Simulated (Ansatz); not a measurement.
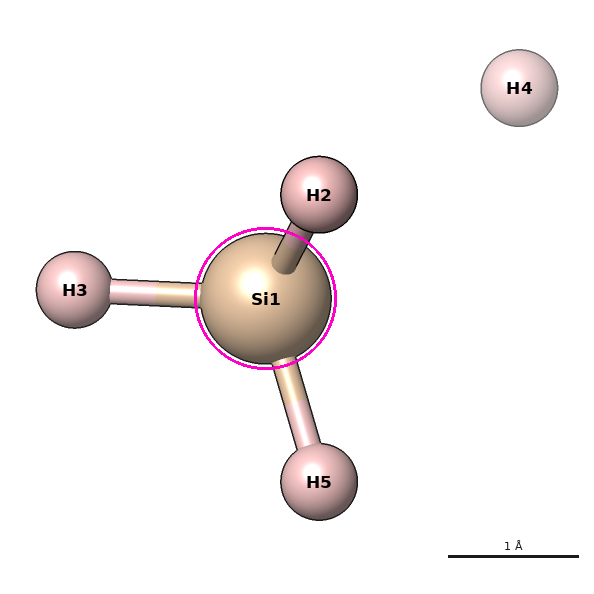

Source: calculation with Ansatz.

Orthographic view. Atoms fade into the background with distance from the viewer. Geometry: a fixed input geometry, not necessarily a minimum.

Which atoms are bonded to the circled atom?

Answer. The circled atom is Si1; it is bonded to H2, H3, H5.

Which atom is nearest the viewer?

Answer. H2, 1.7 Å in front of the mean position.

Which atom is farthest from the viewer?

Answer. H4, 3.2 Å behind the mean position.
